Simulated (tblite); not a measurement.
```xyz
16
charge 0, multiplicity 1
O    -2.8164   -1.3783   -1.0672
P    -1.5547   -0.6356   -1.0730
C    -1.5305    1.0773   -0.4127
C    -0.1327    1.1985    0.1089
C     0.5571    0.0802    0.3219
Si    2.3120   -0.0217    0.9888
C    -0.1795   -1.1928    0.0047
H    -0.9666   -0.5140   -2.3346
H    -2.2697    1.1398    0.3947
H    -1.7802    1.8378   -1.1541
H     0.2717    2.1791    0.3076
H     3.1604   -0.6420   -0.0323
H     2.3028   -0.8639    2.1871
H     2.7772    1.3275    1.3032
H    -0.6148   -1.6361    0.9071
H     0.4563   -1.9467   -0.4616
```

Describe the molecule in this file.

Formula C₄H₉OPSi. Its SMILES string is `O=[P@H]1CC=C([SiH3])C1`. Independent rings (smallest set): 1 of 5 members. Among its groups: alkene, Si–H bond. The point group is C1. Coordination, clear cases only: 2 C tetrahedral; 2 C trigonal planar; 1 Si tetrahedral.

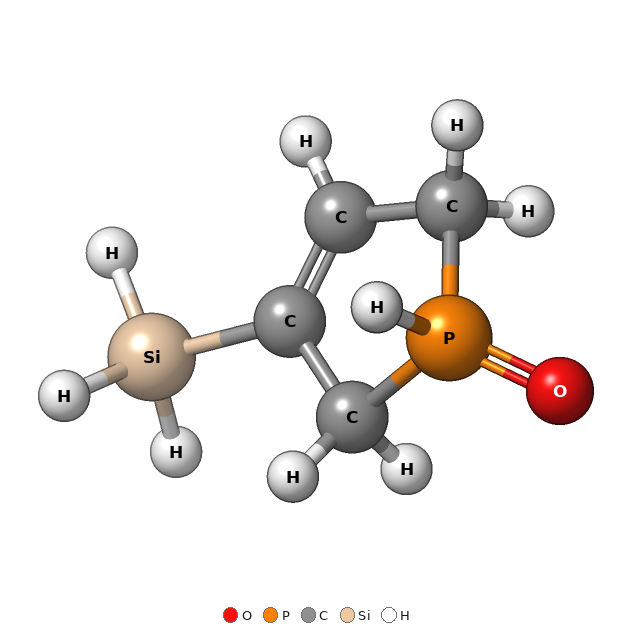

Source: calculation with tblite.
